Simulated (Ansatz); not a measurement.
ZnSe (zinc blende)

```
ZnSe
1.0
    0.00000     2.83279     2.83279
    2.83279     0.00000     2.83279
    2.83279     2.83279     0.00000
Se Zn
1 1
Direct
  0.25000   0.25000   0.25000
  0.00000   0.00000   0.00000
```

The volume is varied about the relaxed value V₀ at fixed cell shape. Symmetry pins the atoms to their sites.

These are r2SCAN (plane waves to 500 eV, PAW, scalar-relativistic; Ansatz, a quantum-chemistry and plane-wave program) values and carry that method's errors. k mesh 11×11×11 (Γ-centred), Fermi-Dirac smearing 0.05 eV. The energy includes the smearing's −TS. Compression counts positive. ZnSe was relaxed with its symmetry unable to fall. ΔE is measured from the relaxed starting cell.

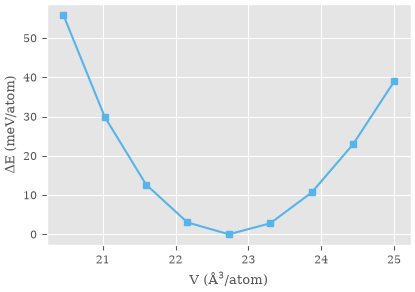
*ΔE (meV/atom) against V (Å³/atom); markers are the computed points, lines only join them.*

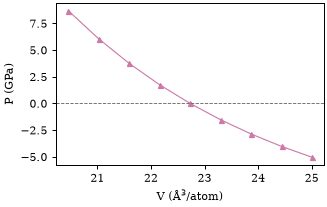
*P (GPa) against V (Å³/atom); computed points joined by lines.*

The equilibrium volume of the fit is 22.73 Å³/atom, the pressure derivative B₀′ (fit) is 4.4 and the energy cost of the largest compression is 55.9 meV/atom. The pressure for 5 % compression (fit) is 3.8 GPa and the energy cost of the largest expansion is 39.0 meV/atom.

P = (3B₀/2)(x⁷ − x⁵)[1 + ¾(B₀′ − 4)(x² − 1)] with x = (1/0.95)^(1/3), B₀ = 65.3 GPa and B₀′ = 4.43.

(A scan under strain: stresses follow from slopes of the energy per volume, elastic moduli from its curvatures.)
